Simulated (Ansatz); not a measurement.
# SnH3 (SMILES [SnH3]) at UCCSDT(Q)/STO-3G

Aim: the energy change on altering one bond length of SnH3 at UCCSDT(Q)/STO-3G, from 2 runs. 

The calculation is run with Ansatz 0.2.0.

34 further runs of the same task are left out: 3 that didn't finish, 31 set aside as unsound or not needed.

### 1 The structure to begin with

SnH3: 4 atoms, total charge 0, spin state doublet. SMILES: `[SnH3]`. Geometry: relaxed at PBE0-D4/def2-TZVP.

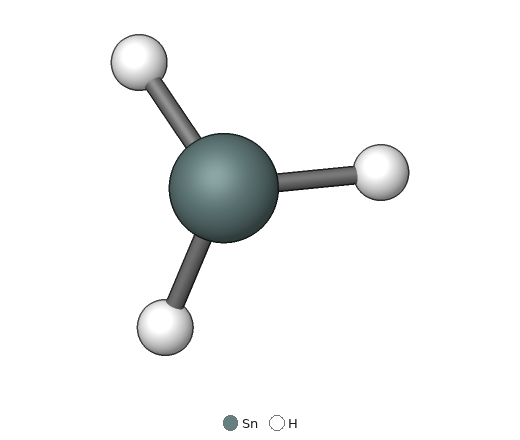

The structure, seen from a chosen angle (tin teal, hydrogen white).

### 2 A single-point energy at UCCSDT(Q)/STO-3G

Input file job.yaml:

```yaml
crystal:
  periodic: [false, false, false]
  atoms:
    - {symbol: Sn, position_ang: [0.280200, -0.211600, -0.271700]}
    - {symbol: H, position_ang: [1.055200, 0.011000, 1.241700]}
    - {symbol: H, position_ang: [-1.125000, -1.172200, -0.064000]}
    - {symbol: H, position_ang: [-0.154900, 1.312500, -0.926300]}
basis:
  gaussian:
    orbitals: STO-3G
magnetization:
  spin_polarized: true
  initial_magnetization: 1
correlation:
  method: ccsdt_q
  frozen_orbitals: {H: 0, Sn: 18}
accuracy: high
scf:
  omitted_lower_state_checks: [cluster_reference, increment]
```

Command:

```console
$ ansatz run job.yaml --threads 1 --pin off --max-ram 2610MiB --events-out events.jsonl --progress --plain --runs-dir runs
```

The log of the run (excerpt; [...] marks lines left out):

```text
Warning: RAYON_NUM_THREADS=1 ignored (pool sized by the plan → 1); use --threads N
Functional definition: HF
  name "HF"
[...]
518 factors; integrals over basis functions are off by at most 4.9e-9 eV
[...]
mean field -162315.63793746 eV, -5964.9896727106 hartree, gradient 1.6e-8 eV, S^2 0.754142; 0 other end points of the search recorded, 0 dependent functions left out
18 core orbitals not correlated: weight in the atoms' cores, before any rotation towards them, 1.000 or more for the frozen orbitals, at most 0.000 for the correlated occupied ones
reference -162315.63793746 eV, -5964.9896727106 hartree; 9, 8 occupied and 3, 4 virtual orbitals, 518 factors
second order -0.89755741 eV of doubles, -0.00000000 eV of singles
cycle   1  -1.21475572 eV  change   -3.2e-1 eV  update   5.3e-2
[...]
cycle  21  -1.43071770 eV  change  -2.8e-10 eV  update  7.8e-10
perturbative correction -0.00033458 eV, -0.0000122956 hartree
Total energy: -162317.06898974 eV, -5965.0422629119 hartree
Checks for a lower state left out: cluster_reference, increment
```

Wall time 1.4 s (1 thread of Arm Neoverse V1, shared host); peak memory 0.11 GiB.

### 3 The distorted shape

Input file job.yaml:

```yaml
crystal:
  periodic: [false, false, false]
  atoms:
    - symbol: Sn
      position_ang: [0.086453, -0.267249, -0.650045]
    - symbol: H
      position_ang: [1.055200, 0.011000, 1.241700]
    - symbol: H
      position_ang: [-1.318747, -1.227849, -0.442345]
    - symbol: H
      position_ang: [-0.348647, 1.256851, -1.304645]
basis:
  gaussian:
    orbitals: STO-3G
total_charge: 0
magnetization:
  spin_polarized: true
  initial_magnetization: 1
correlation:
  method: ccsdt_q
  frozen_orbitals: {H: 0, Sn: 18}
accuracy: high
scf:
  omitted_lower_state_checks: [cluster_reference, increment]
```

Command:

```console
$ ansatz run job.yaml --threads 1 --pin off --max-ram 2610MiB --events-out events.jsonl --progress --plain --runs-dir runs
```

The log of the run (excerpt; [...] marks lines left out):

```text
Warning: RAYON_NUM_THREADS=1 ignored (pool sized by the plan → 1); use --threads N
[... 2 set-up lines as earlier in the session ...]
[...]
518 factors; integrals over basis functions are off by at most 4.9e-9 eV
[...]
mean field -162314.06070859 eV, -5964.9317106188 hartree, gradient 3.9e-8 eV, S^2 0.759588; 2 other end points of the search recorded, 0 dependent functions left out
18 core orbitals not correlated: weight in the atoms' cores, before any rotation towards them, 1.000 or more for the frozen orbitals, at most 0.000 for the correlated occupied ones
reference -162314.06070859 eV, -5964.9317106188 hartree; 9, 8 occupied and 3, 4 virtual orbitals, 518 factors
second order -1.08607803 eV of doubles, -0.00000000 eV of singles
cycle   1  -1.50408131 eV  change   -4.2e-1 eV  update   6.9e-2
[...]
cycle  25  -1.82839852 eV  change   2.7e-10 eV  update  8.2e-10
perturbative correction -0.00043595 eV, -0.0000160210 hartree
Total energy: -162315.88954306 eV, -5964.9989190459 hartree
Checks for a lower state left out: cluster_reference, increment
```

Run time: 1.6 s. Hardware: 1 thread of Arm Neoverse V1, shared host; peak memory 0.11 GiB.

### 4 What came out

Level: UCCSDT(Q)/STO-3G, 18 core orbitals frozen.

| quantity | value |
| --- | --- |
| first shape: total energy | -5965.04226 Eh |
| first shape: correlation energy (18 core orbitals frozen) | -52.6 mEh |
| first shape: ⟨S²⟩ of the reference determinant | 0.754 |
| first shape: T1 diagnostic | 0.004 |
| distorted shape: total energy | -5964.99892 Eh |
| distorted shape: correlation energy (18 core orbitals frozen) | -67.2 mEh |
| distorted shape: ⟨S²⟩ of the reference determinant | 0.760 |
| distorted shape: T1 diagnostic | 0.007 |
| energy change with the Sn1–H2 bond stretched from 1.715 to 2.144 Å | 1.179 eV |

With the Sn1–H2 bond stretched from 1.715 to 2.144 Å the energy rises by 1.18 eV (27 kcal/mol). The first shape isn't relaxed at this level, so the change isn't measured from a minimum. The minimal basis adds a large error of its own. Relativity is left out (first shape) although the molecule holds a heavy atom. Relativity is left out (distorted shape) although the molecule holds a heavy atom.
